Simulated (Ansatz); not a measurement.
# BNH2Cl (SMILES N[B]Cl): UPBE/STO-3G

What is the vertical ionisation energy of BNH2Cl at UPBE/STO-3G? 

The calculation is run with Ansatz 0.2.0.

76 further runs of the same task are left out: 76 set aside as unsound or not needed.

## Step 1: The structure to begin with

BNH2Cl: 5 atoms, total charge 0, spin state doublet. SMILES: `N[B]Cl`. The coordinates come from a PBE0-D4/def2-TZVP relaxation. This is one conformer, not always the lowest.

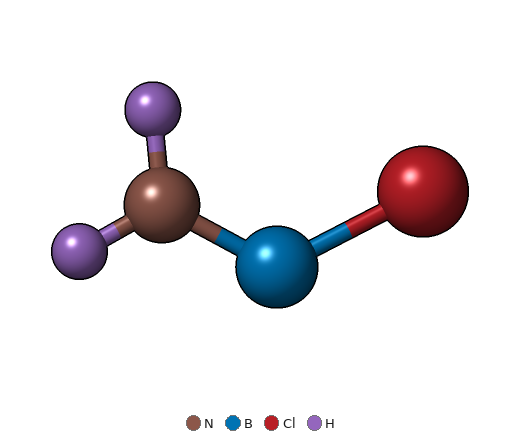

The structure, seen from a chosen angle (nitrogen brown, boron blue, chlorine red, hydrogen purple).

## Step 2: The energy at UPBE/STO-3G

run.yaml

```yaml
crystal:
  periodic: [false, false, false]
  atoms:
    - {symbol: N, position_ang: [-0.334000, 0.412100, -0.256700]}
    - {symbol: B, position_ang: [-0.098400, -0.544600, 0.704400]}
    - {symbol: Cl, position_ang: [1.343200, -1.526200, 0.784600]}
    - {symbol: H, position_ang: [-1.176700, 0.959900, -0.273100]}
    - {symbol: H, position_ang: [0.315800, 0.625100, -1.000600]}
basis:
  gaussian:
    orbitals: STO-3G
magnetization:
  spin_polarized: true
  initial_magnetization: 1
hamiltonian:
  xc: pbe
accuracy: high
```

Command:

```bash
ansatz run run.yaml --threads 1 --pin off --max-ram 2610MiB --events-out events.jsonl --progress --plain --runs-dir runs
```

The log of the run:

```text
Warning: RAYON_NUM_THREADS=1 ignored (pool sized by the plan → 1); use --threads N
Functional definition: PBE
  name "PBE"
  parameter kappa = 0.804
  parameter beta = 0.06672455060314922
  exchange = pbe_x(kappa = kappa, mu = beta*pi^2/3)
  correlation = pbe_c(beta = beta)
372 factors; integrals over basis functions are off by at most 2.5e-8 eV
mean field evaluation 1: about -14547.5371 eV, gradient 8.6e0 eV
mean field evaluation 2: about -14547.0697 eV, gradient 1.3e1 eV
mean field evaluation 4: about -14548.0731 eV, gradient 6.0e-1 eV
mean field evaluation 8: about -14548.0348 eV, gradient 3.9e-3 eV
mean field evaluation 16: about -14548.0348 eV, gradient 1.3e-8 eV
mean field -14548.03477777 eV, -534.6304170707 hartree, gradient 1.2e-8 eV, S^2 0.754440; 0 other end points of the search recorded, 0 dependent functions left out
reference -14548.03477967 eV, -534.6304171409 hartree; 16, 15 occupied and 5, 6 virtual orbitals, 372 factors
Total energy: -14548.03477967 eV, -534.6304171409 hartree
```

Run time: 1.8 s. Hardware: 1 thread of Arm Neoverse V1, shared host; peak memory 0.13 GiB.

## Step 3: The singlet cation

Edit run.yaml of step 2 so:

```diff
@@ -11,7 +11,5 @@
     orbitals: STO-3G
-magnetization:
-  spin_polarized: true
-  initial_magnetization: 1
+total_charge: 1
 hamiltonian:
-  xc: pbe
+  xc: {name: PBE}
 accuracy: high
```

Command:

```bash
ansatz run run.yaml --threads 1 --pin off --max-ram 2610MiB --events-out events.jsonl --progress --plain --runs-dir runs
```

The log of the run, shortened:

```text
Warning: RAYON_NUM_THREADS=1 ignored (pool sized by the plan → 1); use --threads N
[... 6 set-up lines as earlier in the session ...]
371 factors; integrals over basis functions are off by at most 2.5e-8 eV
mean field evaluation 1: about -14536.6894 eV, gradient 3.7e1 eV
mean field evaluation 2: about -14492.2867 eV, gradient 1.0e2 eV
mean field evaluation 4: about -14541.2492 eV, gradient 9.3e0 eV
mean field evaluation 8: about -14541.5268 eV, gradient 1.5e-1 eV
mean field evaluation 16: about -14541.5269 eV, gradient 4.7e-7 eV
mean field -14541.52692086 eV, -534.3912577408 hartree, gradient 6.5e-9 eV, S^2 0.000000; 0 other end points of the search recorded, 0 dependent functions left out
reference -14541.52692268 eV, -534.3912578077 hartree; 15, 15 occupied and 6, 6 virtual orbitals, 371 factors
Total energy: -14541.52692268 eV, -534.3912578077 hartree
```

Wall time 1.1 s (1 thread of Arm Neoverse V1, shared host); peak memory 0.095 GiB.

## Step 4: Outcome

At UPBE/STO-3G:

| quantity | value |
| --- | --- |
| doublet BNH2Cl: total energy | -534.63042 Eh |
| doublet BNH2Cl: ⟨S²⟩ | 0.754 |
| singlet cation: total energy | -534.39126 Eh |
| vertical ionisation energy (to the singlet cation) | 6.508 eV |

**Reading.** Removing an electron at fixed nuclei costs 6.51 eV (150 kcal/mol). Only the singlet of the ionised species was computed; a triplet could lie lower. In a minimal basis such a difference can be off by several eV, whatever the method.
